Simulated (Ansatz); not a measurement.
Geometry relaxation of SiH4BrF

System: SiH4BrF.
Method: RHF/def2-SVP (Ansatz 0.2.0).

The input holds or restrains some coordinates. It belongs to a series of runs on one base structure; here: pulled along the bonds that form and break, towards end A. Figures and captions count atoms from 1; the log counts them from 0 in places.

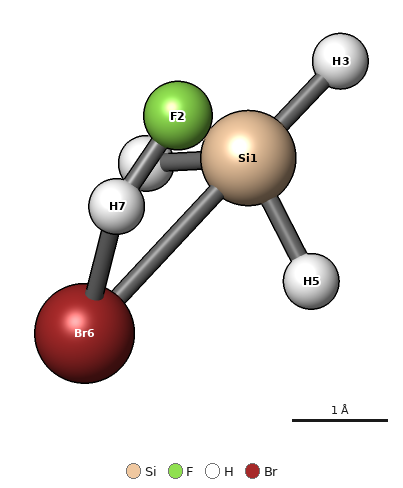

*The structure as given in the input (ball-and-stick view, seen at a tilt; atoms are numbered from 1 in the order of the input).*

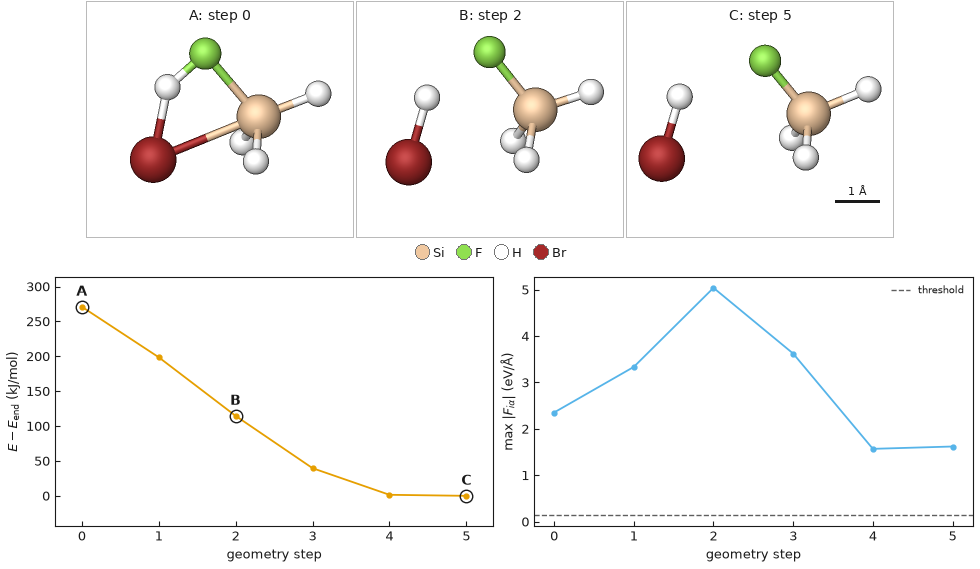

*Frames of the restrained relaxation (ball-and-stick view, seen at a tilt) above the curves, on which the letters mark them (the first geometry is step 0 here and step 1 in the log).*

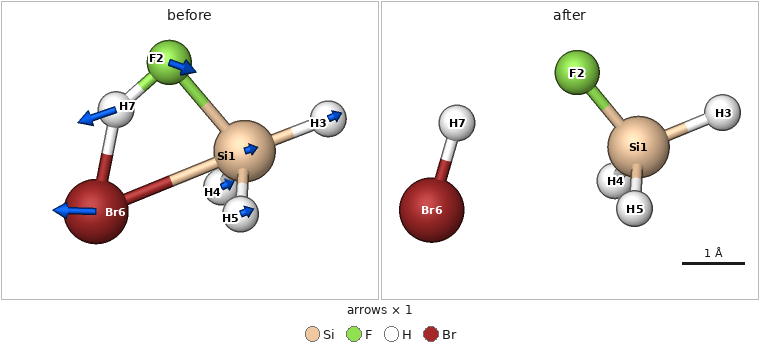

*Before (left) and after (right) the restrained relaxation, at one scale (ball-and-stick view, seen at a tilt). The blue arrows give the displacements, at true length.*

Br6 moves most after the best rigid fit: 0.73 Å. Largest moves by element: Br 0.73 Å, H 0.67 Å, F 0.49 Å, Si 0.24 Å. Among the contacts that change: F2–H7 1.156 → 2.122 Å, Si1–Br6 2.610 → 3.522 Å, Si1–F2 1.940 → 1.609 Å, Br6–H7 1.710 → 1.488 Å. Bonds break: Si1–Br6 (2.61 → 3.52 Å). Among the angles that change: H4–Si1–H5 109.5° → 112.9°, F2–Si1–H3 109.5° → 107.3°. Over 5 geometry steps the energy falls by 271.0 kJ/mol. Largest force component: 2.4 eV/Å at the start, 1.6 eV/Å at the end. (Atoms are counted from 1 in the order of the input.)

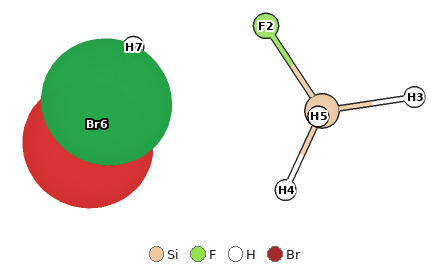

*One frontier orbital at ±0.2 Å⁻³ᐟ² (green and red are the two phases), seen at a tilt.*

The HOMO−1, at −11.59 eV.

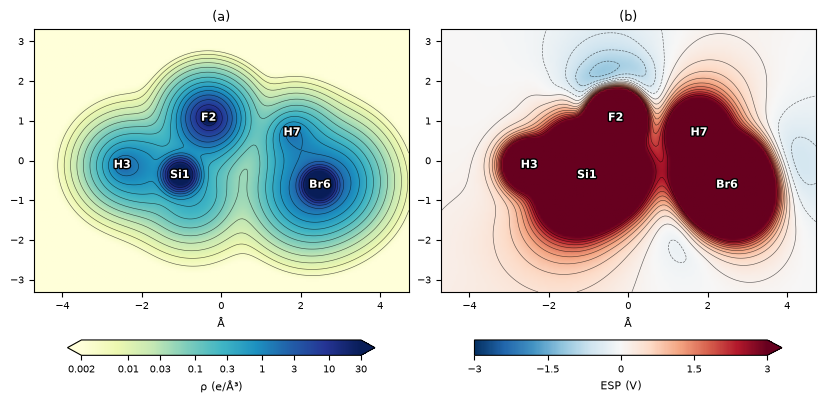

*(a) total electron density; (b) molecular electrostatic potential on the plane of atoms F2, Si1 and H3.*

F2···H7 (2.12 Å): ρ at the midpoint is about 0.18 e/Å³, with its minimum of 0.11 e/Å³ about 1.3 Å from F; a non-bonded, intermolecular contact. Si–H (1.48 Å): ρ at the midpoint is about 0.8 e/Å³. Br–H (1.49 Å): ρ is about 1.4 e/Å³ halfway, with its minimum of 1.2 e/Å³ about 1.0 Å from Br.

The input and output of the run follow.

The input:
```yaml
crystal:
  periodic: [false, false, false]
  atoms:
    - { symbol: Si, position_ang: [0.0, 0.0, 0.0] }
    - { symbol: F, position_ang: [0.0, 0.0, 1.94] }
    - { symbol: H, position_ang: [1.3768, 0.0, -0.4862] }
    - { symbol: H, position_ang: [-0.6877, 1.1914, -0.4862] }
    - { symbol: H, position_ang: [-0.6877, -1.1914, -0.4862] }
    - { symbol: Br, position_ang: [-2.4768, 0.0, 0.823] }
    - { symbol: H, position_ang: [-1.1556, 0.0, 1.9089] }
basis:
  gaussian: { orbitals: def2-SVP }
hamiltonian:
  xc: hf
relax:
  f_tol: 0.15
  max_steps: 25
  restrain:
    - { distance: [0, 5], at: 3.51, k: 30.0 }
    - { distance: [6, 1], at: 2.12, k: 30.0 }
    - { distance: [0, 1], at: 1.59, k: 30.0 }
    - { distance: [6, 5], at: 1.55, k: 30.0 }
output:
  orbitals: {}
```

Command:
```bash
ansatz run input.yaml --threads 1 --pin off --max-ram 2048MiB --backend cpu --events-out ev --progress --plain --runs-dir out
```

What the program printed:
```
The last accepted step is kept in [file] (removed where the run ends without a failure and the disk answers)
Engine: ansatz 0.2.0, aarch64-unknown-linux-gnu
Functional definition: HF
  exchange = exact_x
  correlation = 0
863 factors; integrals over basis functions are off by at most 5.1e-4 eV
mean field evaluation 1: about -80614.3717 eV, gradient 2.2e1 eV
mean field evaluation 2: about -80614.3895 eV, gradient 2.2e1 eV
mean field evaluation 4: about -80615.6380 eV, gradient 2.2e0 eV
mean field evaluation 8: about -80615.6550 eV, gradient 1.7e-4 eV
mean field -80615.65499121 eV, -2962.5706776734 hartree, gradient 1.0e-5 eV, S^2 0.000000; 0 other end points of the search recorded, 0 dependent functions left out
the calculation of the forces begins
reference -80615.65499121 eV, -2962.5706776734 hartree; 31, 31 occupied and 53, 53 virtual orbitals, 863 factors
relax step   1: F+E_penalty+E_count = -80615.65499121 eV  Δ(F+E_penalty+E_count) = +0.000e0 eV  max|allowed force component| = 2.353e0 eV/Å  E_restraint = 28.31252180 eV  max|allowed force component, restraints' pulls added| = 3.279e1 eV/Å  Δτ_max = 0.0000 Å  (34 SCF iters, accepted)
  distance Si 0 - Br 5 = 2.6100 Å
  distance H 6 - F 1 = 1.1560 Å
  distance Si 0 - F 1 = 1.9400 Å
  distance H 6 - Br 5 = 1.7102 Å
these checks for a lower state are left out or cut short: starts, cluster_reference, orbital_swaps, neighbouring_geometries, increment
863 factors; integrals over basis functions are off by at most 4.3e-4 eV
mean field evaluation 16: about -80616.4051 eV, gradient 3.5e-1 eV
mean field -80616.40530629 eV, -2962.5982512439 hartree, gradient 3.2e-5 eV, S^2 0.000000; 0 other end points of the search recorded, 0 dependent functions left out
the calculation of the forces begins
reference -80616.40530629 eV, -2962.5982512439 hartree; 31, 31 occupied and 53, 53 virtual orbitals, 863 factors
relax step   2: F+E_penalty+E_count = -80616.40530629 eV  Δ(F+E_penalty+E_count) = -7.503e-1 eV  max|allowed force component| = 3.336e0 eV/Å  E_restraint = 13.88006362 eV  max|allowed force component, restraints' pulls added| = 2.606e1 eV/Å  Δτ_max = 0.1949 Å  (38 SCF iters, accepted)
  distance Si 0 - Br 5 = 2.9168 Å
  distance H 6 - F 1 = 1.4192 Å
  distance Si 0 - F 1 = 1.8556 Å
  distance H 6 - Br 5 = 1.6587 Å
these checks for a lower state are left out or cut short: starts, cluster_reference, orbital_swaps, neighbouring_geometries, increment
863 factors; integrals over basis functions are off by at most 7.1e-4 eV
mean field -80617.27589107 eV, -2962.6302446446 hartree, gradient 1.3e-5 eV, S^2 0.000000; 0 other end points of the search recorded, 0 dependent functions left out
the calculation of the forces begins
reference -80617.27589107 eV, -2962.6302446446 hartree; 31, 31 occupied and 53, 53 virtual orbitals, 863 factors
relax step   3: F+E_penalty+E_count = -80617.27589107 eV  Δ(F+E_penalty+E_count) = -8.706e-1 eV  max|allowed force component| = 5.040e0 eV/Å  E_restraint = 4.21521905 eV  max|allowed force component, restraints' pulls added| = 1.305e1 eV/Å  Δτ_max = 0.1948 Å  (33 SCF iters, accepted)
  distance Si 0 - Br 5 = 3.1364 Å
  distance H 6 - F 1 = 1.7692 Å
  distance Si 0 - F 1 = 1.7256 Å
  distance H 6 - Br 5 = 1.5487 Å
these checks for a lower state are left out or cut short: starts, cluster_reference, orbital_swaps, neighbouring_geometries, increment
863 factors; integrals over basis functions are off by at most 8.8e-4 eV
mean field evaluation 32: about -80618.0526 eV, gradient 2.8e-1 eV
mean field -80618.05290249 eV, -2962.6587992874 hartree, gradient 2.6e-5 eV, S^2 0.000000; 0 other end points of the search recorded, 0 dependent functions left out
the calculation of the forces begins
reference -80618.05290249 eV, -2962.6587992874 hartree; 31, 31 occupied and 53, 53 virtual orbitals, 863 factors
relax step   4: F+E_penalty+E_count = -80618.05290249 eV  Δ(F+E_penalty+E_count) = -7.770e-1 eV  max|allowed force component| = 3.623e0 eV/Å  E_restraint = 0.35790309 eV  max|allowed force component, restraints' pulls added| = 4.311e0 eV/Å  Δτ_max = 0.1942 Å  (31 SCF iters, accepted)
  distance Si 0 - Br 5 = 3.3745 Å
  distance H 6 - F 1 = 2.0785 Å
  distance Si 0 - F 1 = 1.6046 Å
  distance H 6 - Br 5 = 1.4902 Å
these checks for a lower state are left out or cut short: starts, cluster_reference, orbital_swaps, neighbouring_geometries, increment
863 factors; integrals over basis functions are off by at most 9.2e-4 eV
mean field -80618.44846472 eV, -2962.6733359315 hartree, gradient 3.0e-5 eV, S^2 0.000000; 0 other end points of the search recorded, 0 dependent functions left out
the calculation of the forces begins
reference -80618.44846472 eV, -2962.6733359315 hartree; 31, 31 occupied and 53, 53 virtual orbitals, 863 factors
relax step   5: F+E_penalty+E_count = -80618.44846472 eV  Δ(F+E_penalty+E_count) = -3.956e-1 eV  max|allowed force component| = 1.570e0 eV/Å  E_restraint = 0.07868740 eV  max|allowed force component, restraints' pulls added| = 8.807e-1 eV/Å  Δτ_max = 0.1973 Å  (31 SCF iters, accepted)
  distance Si 0 - Br 5 = 3.5097 Å
  distance H 6 - F 1 = 2.1482 Å
  distance Si 0 - F 1 = 1.6000 Å
  distance H 6 - Br 5 = 1.4840 Å
these checks for a lower state are left out or cut short: starts, cluster_reference, orbital_swaps, neighbouring_geometries, increment
863 factors; integrals over basis functions are off by at most 9.1e-4 eV
mean field -80618.46377708 eV, -2962.6738986503 hartree, gradient 2.1e-5 eV, S^2 0.000000; 0 other end points of the search recorded, 0 dependent functions left out
the calculation of the forces begins
reference -80618.46377708 eV, -2962.6738986503 hartree; 31, 31 occupied and 53, 53 virtual orbitals, 863 factors
relax step   6: F+E_penalty+E_count = -80618.46377708 eV  Δ(F+E_penalty+E_count) = -1.531e-2 eV  max|allowed force component| = 1.621e0 eV/Å  E_restraint = 0.06485119 eV  max|allowed force component, restraints' pulls added| = 7.694e-2 eV/Å  Δτ_max = 0.0690 Å  (33 SCF iters, accepted)
  distance Si 0 - Br 5 = 3.5217 Å
  distance H 6 - F 1 = 2.1219 Å
  distance Si 0 - F 1 = 1.6087 Å
  distance H 6 - Br 5 = 1.4881 Å
863 factors; integrals over basis functions are off by at most 9.1e-4 eV
mean field evaluation 64: about -80618.4638 eV, gradient 9.0e-4 eV
mean field -80618.46377708 eV, -2962.6738986503 hartree, gradient 2.1e-5 eV, S^2 0.000000; 1 other end points of the search recorded, 0 dependent functions left out
the calculation of the forces begins
reference -80618.46377708 eV, -2962.6738986503 hartree; 31, 31 occupied and 53, 53 virtual orbitals, 863 factors
Total energy: -80618.46377708 eV, -2962.6738986503 hartree
Atom 0 at     0.226298    -0.000000    -0.083310 Å, force     0.325954     0.000000    -0.774010 eV/Å
Atom 1 at     0.218655    -0.000000     1.525412 Å, force     0.066464    -0.000000     0.493510 eV/Å
Atom 2 at     1.638102     0.000000    -0.516632 Å, force    -0.005065     0.000000     0.057405 eV/Å
Atom 3 at    -0.436789     1.226973    -0.556150 Å, force    -0.005014    -0.062250     0.023198 eV/Å
Atom 4 at    -0.436789    -1.226973    -0.556150 Å, force    -0.005014     0.062250     0.023198 eV/Å
Atom 5 at    -3.025900     0.000000     1.267876 Å, force     1.243281     0.000000     1.224024 eV/Å
Atom 6 at    -1.814579     0.000000     2.132253 Å, force    -1.620606    -0.000000    -1.047324 eV/Å
Dipole moment:     0.187342    -0.000000    -0.186629 e Å
```

Trajectory as extended XYZ (Å, eV, eV/Å), 6 frames, from step=1 to step=6:
```
7
Properties=species:S:1:pos:R:3:forces:R:3 step=1 energy=-80615.65499
Si    0.0000    0.0000    0.0000   -0.4744   0.0000  -0.2210
F     0.0000    0.0000    1.9400    0.2337   0.0000  -2.2369
H     1.3768    0.0000   -0.4862    0.7020   0.0000   0.9016
H    -0.6877    1.1914   -0.4862    1.0323   0.4735  -0.0201
H    -0.6877   -1.1914   -0.4862    1.0323  -0.4735  -0.0201
Br   -2.4768    0.0000    0.8230   -2.3533   0.0000   1.9541
H    -1.1556    0.0000    1.9089   -0.1724   0.0000  -0.3575
7
Properties=species:S:1:pos:R:3:forces:R:3 step=2 energy=-80616.40531
Si    0.1226    0.0000    0.0030   -3.2241   0.0000   1.5048
F     0.1210    0.0000    1.8586    0.4440   0.0000  -3.3359
H     1.4076    0.0000   -0.4850    2.5446   0.0000  -0.1438
H    -0.6686    1.1870   -0.4821    1.1513  -0.2699   0.4580
H    -0.6686   -1.1870   -0.4821    1.1513   0.2699   0.4580
Br   -2.6470    0.0000    0.9179    0.3227   0.0000   2.4640
H    -1.2980    0.0000    1.8829   -2.3897   0.0000  -1.4050
7
Properties=species:S:1:pos:R:3:forces:R:3 step=3 energy=-80617.27589
Si    0.2162    0.0000    0.0265   -5.0398   0.0000   1.4639
F     0.2721    0.0000    1.7513    0.2932   0.0000  -2.6003
H     1.4485    0.0000   -0.4935    3.5237   0.0000  -0.9536
H    -0.6541    1.1775   -0.4713    1.3934  -0.6033   0.6471
H    -0.6541   -1.1775   -0.4713    1.3934   0.6033   0.6471
Br   -2.7667    0.0000    0.9955    1.0189   0.0000   2.1174
H    -1.4928    0.0000    1.8762   -2.5827   0.0000  -1.3216
7
Properties=species:S:1:pos:R:3:forces:R:3 step=4 energy=-80618.05290
Si    0.2700    0.0000    0.0152   -3.6232   0.0000  -1.1233
F     0.3738    0.0000    1.6165    0.1279   0.0000   0.5300
H     1.5405    0.0000   -0.5276    2.0918   0.0000  -0.7292
H    -0.6021    1.1641   -0.4490    1.0825  -0.3531   0.4320
H    -0.6021   -1.1641   -0.4490    1.0825   0.3531   0.4320
Br   -2.9276    0.0000    1.0936    1.0373   0.0000   1.3754
H    -1.6833    0.0000    1.9136   -1.7989   0.0000  -0.9168
7
Properties=species:S:1:pos:R:3:forces:R:3 step=5 energy=-80618.44846
Si    0.2286    0.0000   -0.0738   -0.0253   0.0000  -0.8790
F     0.2719    0.0000    1.5256    0.0825   0.0000   0.8938
H     1.6110    0.0000   -0.5526    0.2538   0.0000  -0.0741
H    -0.4525    1.2424   -0.4908    0.0306  -0.1819  -0.0762
H    -0.4525   -1.2424   -0.4908    0.0306   0.1819  -0.0762
Br   -3.0307    0.0000    1.2283    1.1976   0.0000   1.1656
H    -1.8068    0.0000    2.0675   -1.5699   0.0000  -0.9538
7
Properties=species:S:1:pos:R:3:forces:R:3 step=6 energy=-80618.46378
Si    0.2263    0.0000   -0.0833    0.3260   0.0000  -0.7740
F     0.2187    0.0000    1.5254    0.0665   0.0000   0.4935
H     1.6381    0.0000   -0.5166   -0.0051   0.0000   0.0574
H    -0.4368    1.2270   -0.5562   -0.0050  -0.0622   0.0232
H    -0.4368   -1.2270   -0.5562   -0.0050   0.0622   0.0232
Br   -3.0259    0.0000    1.2679    1.2433   0.0000   1.2240
H    -1.8146    0.0000    2.1323   -1.6206   0.0000  -1.0473
```

Results in brief:

| quantity | value |
| --- | --- |
| outcome | converged under the restraints of the input |
| total energy | −80618.4638 eV |
| mean-field energy | −80618.4638 eV |
| largest force (length of the vector) at the end, held atoms and coordinates included | 1.930 eV/Å |
| hardware | 1 thread of Arm Neoverse V1, 24 GiB of memory available, shared host |
| wall time | 13 s |
| peak memory | 0.16 GiB |
